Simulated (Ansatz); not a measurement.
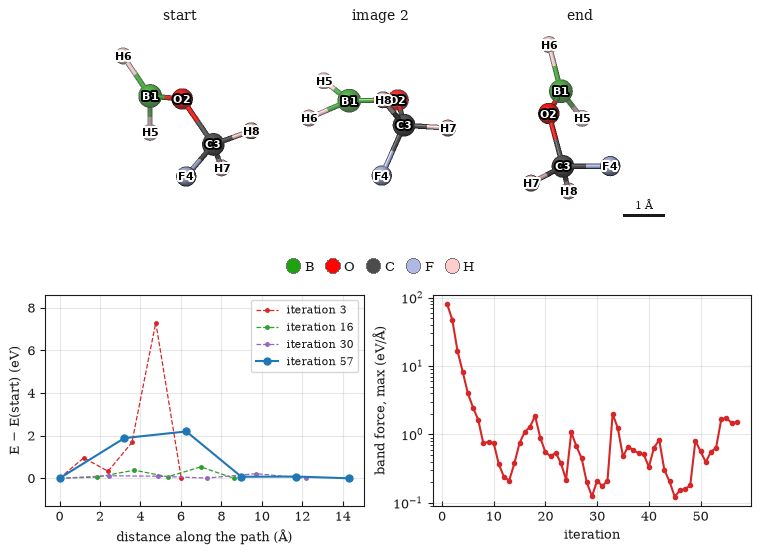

NEB run on CH4BFO. Images are numbered from 0 (start) to 5 (end). The plot follows the band through its iterations. The picture is a ball-and-stick view, seen from a free direction.

Method: RKS B3LYP-D4/def2-SVP in Ansatz 0.2.0.

Input
```yaml
crystal:
  periodic: [false, false, false]
  atoms:
    - { symbol: B, position_ang: [-0.901685, 0.809262, 0.581388] }
    - { symbol: O, position_ang: [0.227073, 0.074095, 0.689887] }
    - { symbol: C, position_ang: [0.788246, -0.597328, -0.397229] }
    - { symbol: F, position_ang: [0.367584, -1.89256, -0.391056] }
    - { symbol: H, position_ang: [-1.41793, 0.965168, -0.502701] }
    - { symbol: H, position_ang: [-1.333954, 1.295798, 1.59376] }
    - { symbol: H, position_ang: [0.478683, -0.131077, -1.350246] }
    - { symbol: H, position_ang: [1.884182, -0.580458, -0.279603] }
basis:
  gaussian: { orbitals: def2-SVP }
hamiltonian:
  xc: b3lyp
  dispersion: d4
neb:
  order_check: false
  images: 4
  f_tol: 0.05
  max_iterations: 57
  climbing: false
  final_atoms:
    - { symbol: B, position_ang: [-0.79512056, 0.83026985, 0.69611821] }
    - { symbol: O, position_ang: [-0.66612924, -0.1033374, -0.27252118] }
    - { symbol: C, position_ang: [0.57072927, -0.64049928, -0.63137092] }
    - { symbol: F, position_ang: [0.76103451, -1.81351832, 0.03342198] }
    - { symbol: H, position_ang: [0.19176483, 1.2843023, 1.23099253] }
    - { symbol: H, position_ang: [-1.9136585, 1.18079061, 0.96943841] }
    - { symbol: H, position_ang: [0.55194002, -0.84603362, -1.71428052] }
    - { symbol: H, position_ang: [1.39163868, 0.05092585, -0.36759851] }
  initial_path:
    images:
      - { positions_ang: [[-0.901685, 0.809262, 0.581388], [0.227073, 0.074095, 0.689887], [0.788246, -0.597328, -0.397229], [0.367584, -1.89256, -0.391056], [-1.41793, 0.965168, -0.502701], [-1.333954, 1.295798, 1.59376], [0.478683, -0.131077, -1.350246], [1.884182, -0.580458, -0.279603]] }
      - { positions_ang: [[-0.92222531, 0.78723523, 0.52052482], [-0.13647363, -0.18956542, 0.42843867], [0.72968811, -0.61188072, -0.39101393], [0.6380482, -1.90970774, -0.51485089], [-1.68283975, 0.99531739, 0.04799674], [-0.86245756, 1.43173783, 1.13644975], [0.64062894, -0.07726994, -1.30658941], [1.68783001, -0.48296664, 0.02324426]] }
      - { positions_ang: [[-0.94276562, 0.76520847, 0.45966164], [-0.50002025, -0.45322584, 0.16699034], [0.67113021, -0.62643344, -0.38479887], [0.9085124, -1.92685547, -0.63864578], [-1.94774951, 1.02546678, 0.59869447], [-0.39096113, 1.56767765, 0.67913949], [0.80257488, -0.02346288, -1.26293283], [1.49147801, -0.38547527, 0.32609153]] }
      - { positions_ang: [[-0.92145273, 0.76941004, 0.48260768], [-0.6786607, -0.48871232, -0.02549129], [0.62762686, -0.6350677, -0.43162725], [0.9872025, -1.91104714, -0.55375018], [-1.62581054, 1.08929364, 0.94543318], [-0.50690203, 1.54467617, 0.55427517], [0.81722629, -0.16645421, -1.33573973], [1.39296935, -0.2591985, 0.30849242]] }
      - { positions_ang: [[-0.85828665, 0.79983995, 0.58936294], [-0.67239497, -0.29602486, -0.14900624], [0.59917807, -0.63778349, -0.53149908], [0.87411851, -1.86228273, -0.2601641], [-0.71702285, 1.18679797, 1.08821286], [-1.21028026, 1.36273339, 0.76185679], [0.68458315, -0.50624391, -1.52501012], [1.39230401, -0.10413632, -0.02955304]] }
      - { positions_ang: [[-0.79512056, 0.83026985, 0.69611821], [-0.66612924, -0.1033374, -0.27252118], [0.57072927, -0.64049928, -0.63137092], [0.76103451, -1.81351832, 0.03342198], [0.19176483, 1.2843023, 1.23099253], [-1.9136585, 1.18079061, 0.96943841], [0.55194002, -0.84603362, -1.71428052], [1.39163868, 0.05092585, -0.36759851]] }
```

Launched with:
```bash
ansatz run input.yaml --threads 1 --pin off --max-ram 2048MiB --backend cpu --events-out ev --progress --plain --runs-dir out
```

Q: Judge this run.

A: The result isn't final. The band hadn't converged when the run stopped after 57 iterations. The largest component of the band force went from 81 to 1.5 eV/Å. The barrier read from it is provisional: over the last two iterations the highest image moved from 1.87 eV to 2.20 eV. The first iteration put the highest image at 25.80 eV. The barrier is about 2.20 eV in both directions, with image 2 at the top; the ends have the same energy.
